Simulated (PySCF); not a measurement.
# H2S2: CISD/STO-3G

What is the vertical ionisation energy of H2S2 at CISD/STO-3G? Input form: a Python script.

The calculation is run with PySCF 2.14.0.

8 further runs of the same task are left out: 8 set aside as unsound or not needed.

**1. The structure to begin with**

H2S2: 4 atoms, total charge 0, spin state singlet. The coordinates come from a GFN2-xTB relaxation.

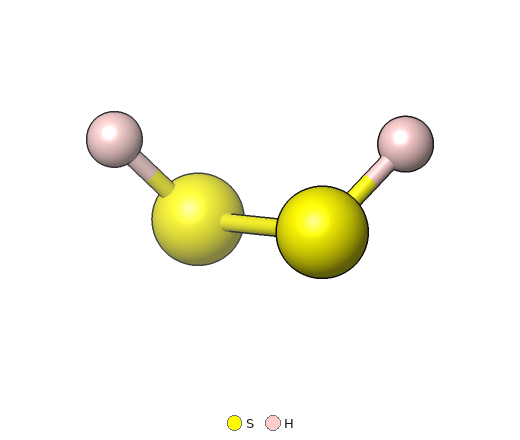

The structure, seen from a chosen angle (sulfur yellow, hydrogen pink).

**2. A single-point energy at CISD/STO-3G**

Input file run.py:

```python
# H2S2
from pyscf import gto, ci

system = gto.M(
    atom='S -0.427380 -0.511820 -0.893940; S -0.422510 0.717510 0.740680; H 0.706880 -0.077850 -1.459730; H 0.143010 -0.127830 1.612990',
    verbose=4,
    charge=0,
    basis='sto-3g',
    max_memory=1860,
)

hf = system.RHF()
hf.conv_tol = 1e-10
hf.kernel()
if not hf.converged:
    hf = hf.newton().run(hf.mo_coeff, hf.mo_occ)

cisd = ci.CISD(hf, frozen=10)
cisd.kernel()
e_final = cisd.e_tot
print('E = %.10f Eh' % e_final)
```

On the command line:

```sh
$ OMP_NUM_THREADS=1 python run.py
```

Log:

```text
PySCF version 2.14.0

[INPUT] num. atoms = 4
[INPUT] num. electrons = 34
[INPUT] charge = 0
[INPUT] spin (= nelec alpha-beta = 2S) = 0
[INPUT] symmetry False subgroup None
[INPUT] Mole.unit = angstrom
[INPUT] Symbol           X                Y                Z      unit          X                Y                Z       unit  Magmom
[INPUT]  1 S     -0.427380000000  -0.511820000000  -0.893940000000 AA   -0.807631151117  -0.967199625075  -1.689301771794 Bohr   0.0
[INPUT]  2 S     -0.422510000000   0.717510000000   0.740680000000 AA   -0.798428184890   1.355897391637   1.399682345943 Bohr   0.0
[INPUT]  3 H      0.706880000000  -0.077850000000  -1.459730000000 AA    1.335809602933  -0.147115178797  -2.758489915811 Bohr   0.0
[INPUT]  4 H      0.143010000000  -0.127830000000   1.612990000000 AA    0.270249733074  -0.241563690503   3.048109341662 Bohr   0.0

nuclear repulsion = 85.5583699658017
number of shells = 12
number of NR pGTOs = 60
number of NR cGTOs = 20
basis = sto-3g
ecp = {}

******** <class 'pyscf.scf.hf.RHF'> ********
method = RHF
initial guess = minao
damping factor = 0
level_shift factor = 0
DIIS = <class 'pyscf.scf.diis.CDIIS'>
diis_start_cycle = 1
diis_space = 8
diis_damp = 0
SCF conv_tol = 1e-10
SCF conv_tol_grad = None
SCF max_cycles = 50
direct_scf = True
direct_scf_tol = 1e-13
Set gradient conv threshold to 1e-05
Initial guess from minao.
init E= -787.034249887016
  HOMO = -0.238132952649826  LUMO = 0.13078998805424  gap/eV = 10.03890
cycle= 1 E= -787.468915854383  delta_E= -0.435  |g|= 0.207  |ddm|= 2.59
  HOMO = -0.244348955251198  LUMO = 0.373017659045637  gap/eV = 16.79940
cycle= 2 E= -787.490366982239  delta_E= -0.0215  |g|= 0.0233  |ddm|= 0.419
  HOMO = -0.270494493237824  LUMO = 0.342383608945499  gap/eV = 16.67726
cycle= 3 E= -787.490671998875  delta_E= -0.000305  |g|= 0.00379  |ddm|= 0.0484
  HOMO = -0.270045364924717  LUMO = 0.342993831515962  gap/eV = 16.68165
cycle= 4 E= -787.490681608233  delta_E= -9.61e-06  |g|= 0.000497  |ddm|= 0.0103
  HOMO = -0.269959991694729  LUMO = 0.343125786527855  gap/eV = 16.68291
cycle= 5 E= -787.490681862249  delta_E= -2.54e-07  |g|= 0.000132  |ddm|= 0.00188
  HOMO = -0.269971235045094  LUMO = 0.343118079549596  gap/eV = 16.68301
cycle= 6 E= -787.490681886173  delta_E= -2.39e-08  |g|= 2.88e-05  |ddm|= 0.0007
  HOMO = -0.269969825983278  LUMO = 0.343118400217822  gap/eV = 16.68298
cycle= 7 E= -787.490681887483  delta_E= -1.31e-09  |g|= 4.33e-06  |ddm|= 0.000192
  HOMO = -0.269969812010967  LUMO = 0.343118384428118  gap/eV = 16.68298
cycle= 8 E= -787.490681887508  delta_E= -2.55e-11  |g|= 7.92e-07  |ddm|= 2.4e-05
  HOMO = -0.269969842729298  LUMO = 0.343118355189448  gap/eV = 16.68298
Extra cycle  E= -787.490681887508  delta_E= 6.82e-13  |g|= 3.41e-07  |ddm|= 2.41e-06
converged SCF energy = -787.490681887508

******** <class 'pyscf.ci.cisd.RCISD'> ********
CISD nocc = 7, nmo = 10
frozen orbitals 10
max_cycle = 50
direct = 0
conv_tol = 1e-09
max_cycle = 50
max_space = 12
lindep = 0
nroots = 1
Init t2, MP2 energy = -0.047343027612583
RCISD converged
E(RCISD) = -787.5567983665533  E_corr = -0.06611647904549792
E = -787.5567983666 Eh
```

Run time: 0.83 s. Hardware: 1 thread of Arm Neoverse V1, shared host; peak memory 0.12 GiB.

**3. The doublet cation**

Input file job.py:

```python
from pyscf import gto, scf, ci

system = gto.M(
    atom='S -0.427380 -0.511820 -0.893940; S -0.422510 0.717510 0.740680; H 0.706880 -0.077850 -1.459730; H 0.143010 -0.127830 1.612990',
    basis='sto-3g',
    verbose=3,
    max_memory=1860,
    charge=1,
    spin=1,
)

hf = scf.UHF(system)
hf.conv_tol = 1e-10
hf.kernel()
if not hf.converged:
    hf = hf.newton().run(hf.mo_coeff, hf.mo_occ)

cisd = ci.CISD(hf, frozen=10)
cisd.kernel()
etot = cisd.e_tot
print('E = %.10f Eh' % etot)
```

On the command line:

```sh
$ OMP_NUM_THREADS=1 python job.py
```

Log:

```text
converged SCF energy = -787.232354908344  <S^2> = 0.75144501  2S+1 = 2.0014445
E(UCISD) = -787.3268170474746  E_corr = -0.09446213913039839
E = -787.3268170475 Eh
```

Wall time 0.9 s (1 thread of Arm Neoverse V1, shared host); peak memory 0.1 GiB.

**4. Results**

Level: CISD/STO-3G, 10 core orbitals frozen.

| quantity | value |
| --- | --- |
| singlet H2S2: total energy | -787.55680 Eh |
| singlet H2S2: dipole moment (Hartree–Fock density) | 1.08 D |
| singlet H2S2: HOMO energy (Hartree–Fock orbitals) | -7.35 eV |
| singlet H2S2: LUMO energy (Hartree–Fock orbitals) | 9.34 eV |
| singlet H2S2: HOMO–LUMO gap (Hartree–Fock orbitals) | 16.68 eV |
| singlet H2S2: correlation energy (10 core orbitals frozen) | -66.1 mEh |
| doublet cation: total energy | -787.32682 Eh |
| doublet cation: HOMO energy (Hartree–Fock orbitals) (highest over α and β) | -13.94 eV |
| doublet cation: LUMO energy (Hartree–Fock orbitals) (lowest over α and β) | -6.71 eV |
| doublet cation: correlation energy (10 core orbitals frozen) | -94.5 mEh |
| doublet cation: ⟨S²⟩ of the reference determinant | 0.751 |
| vertical ionisation energy (to the doublet cation) | 6.258 eV |

In words: Removing an electron at fixed nuclei costs 6.26 eV (604 kJ/mol). In a minimal basis such a difference can be off by several eV, whatever the method.
